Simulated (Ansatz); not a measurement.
## Electronic structure of B2Cl3H3 in real space

The calculation's input:

```
crystal:
  periodic: [false, false, false]
  atoms:
    - {symbol: B, position_ang: [-0.569357, 0.632092, -0.193389]}
    - {symbol: Cl, position_ang: [-2.321826, 0.395957, -0.068018]}
    - {symbol: Cl, position_ang: [0.099149, 2.179340, -0.722480]}
    - {symbol: H, position_ang: [-0.056018, -0.396938, -0.913746]}
    - {symbol: B, position_ang: [0.532181, -0.733264, 0.227787]}
    - {symbol: Cl, position_ang: [2.289727, -0.539164, 0.116248]}
    - {symbol: H, position_ang: [0.031215, -1.763864, 0.581734]}
    - {symbol: H, position_ang: [-0.005072, 0.225832, 0.971864]}
basis:
  gaussian: {orbitals: def2-TZVP, initial_orbitals: start.molden}
hamiltonian: {xc: pbe0, dispersion: d4}
scf: {omitted_lower_state_checks: [starts]}
output: {forces: true, orbitals: {seedname: orbitals}}
```

Command:

```sh
ansatz run in.yaml --threads 4 --pin off --events-out ev --progress --plain --max-ram 3916MiB
```

Geometry: r2SCAN-D4/def2-SVP.

Level of theory: RKS PBE0-D4/def2-TZVP in Ansatz 0.2.0.

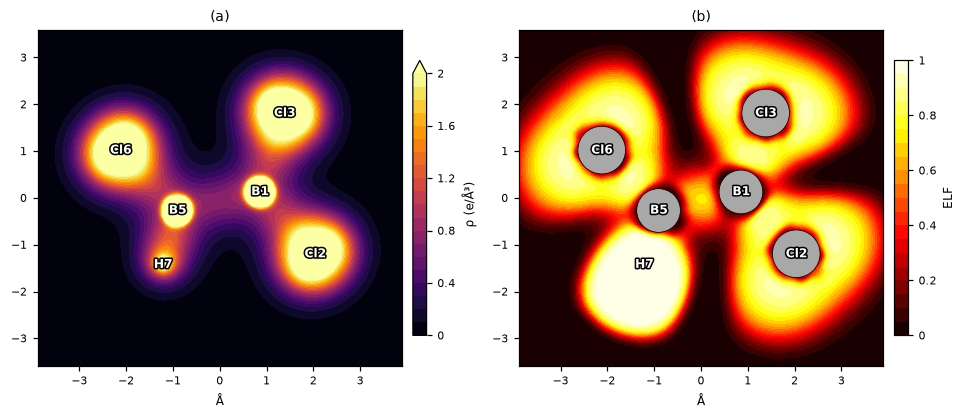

Figure 1. (a) electron density; (b) ELF on the plane of atoms Cl3, B1 and B5. Grey discs cover the atomic cores in the ELF map.

Q: What does the map show?

A:
- The section cuts through B, Cl and H sites.
- B–Cl (1.77 Å): the density is about 1.3 e/Å³ at the midpoint; the ELF peaks at about 0.90 between the atoms; a polar covalent bond.
- B–B (1.80 Å): the density is about 0.75 e/Å³ at the midpoint; the ELF peaks at about 0.70 between the atoms.
- B–H (1.20 Å): the density is about 1.3 e/Å³ at the midpoint; the ELF climbs to about 1 towards the hydrogen, as it does in any bond to H (a covalent bond by its length).
- The ELF also peaks beside Cl2, Cl6 and Cl3, away from the bonds: lone-pair regions.

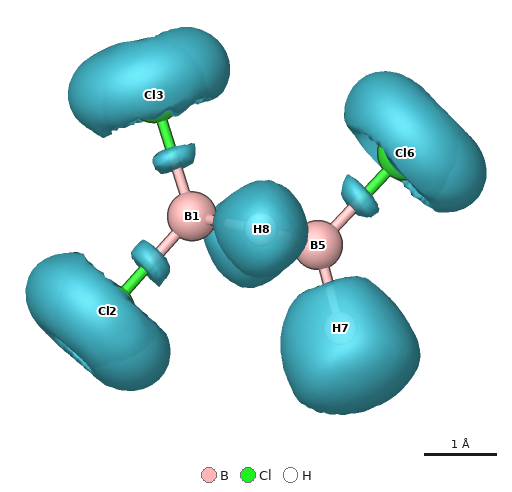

Figure 2. Isosurface of the ELF at 0.85 (cyan), seen across its widest extent. Core shells and regions of very low density are left out.

Q: Where are the electrons localised?

A: The ELF exceeds this value in three regions between bonded B–Cl atoms (shared pairs), three regions around hydrogen nuclei and three rings or bowls of non-bonding electrons around Cl.

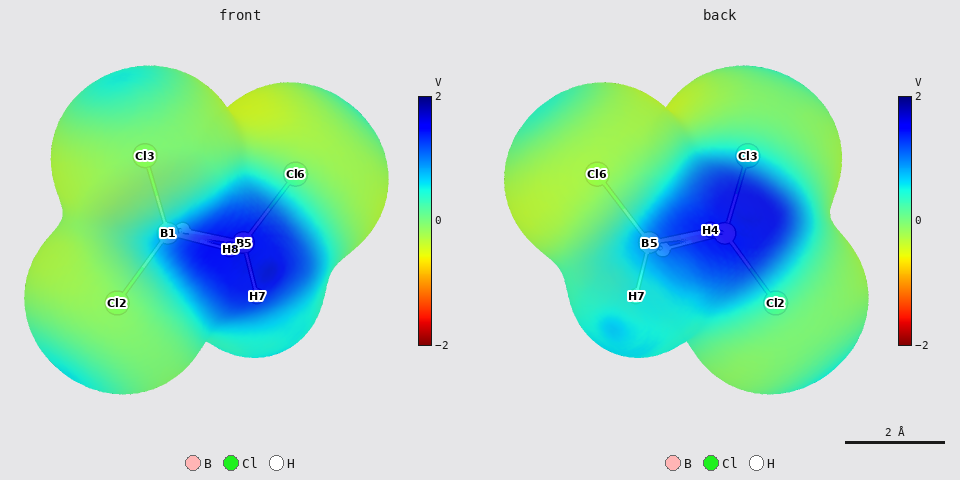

Figure 3. The electrostatic potential painted on the density surface at 0.002 e/bohr³, seen from the front and from behind; red is negative and blue positive.

Q: Describe the electrostatic potential map.

A: The most negative region (about −0.4 V) lies over Cl3 and Cl6, the most positive (about +1.6 V) over H4 and H8. Cl2 shows a σ-hole: about +0.6 V at the tip opposite its bond, against about −0.1 V on its flanks. Cl3 shows a σ-hole: about +0.5 V at the tip opposite its bond, against about −0.2 V on its flanks. Cl6 shows a σ-hole: about +0.4 V at the tip opposite its bond, against about −0.3 V on its flanks.

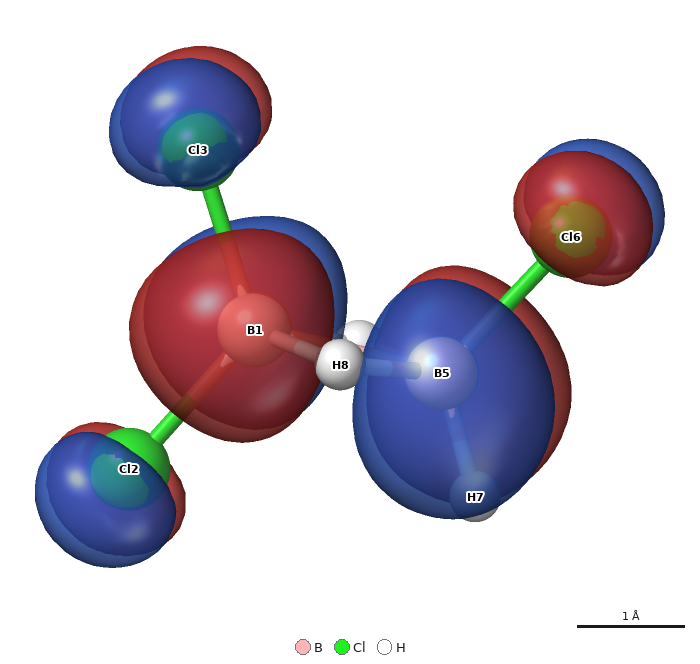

Figure 4. The LUMO at ±0.1 Å⁻³ᐟ² (red and blue are the two phases), seen across its widest extent.

Q: Describe this orbital and give its energy.

A: Its weight (Hirshfeld) is mainly on B5 (about 25 %), B1 (about 25 %), Cl3 (about 10 %), Cl2 (about 10 %) and Cl6 (about 10 %). Its energy is −1.43 eV.
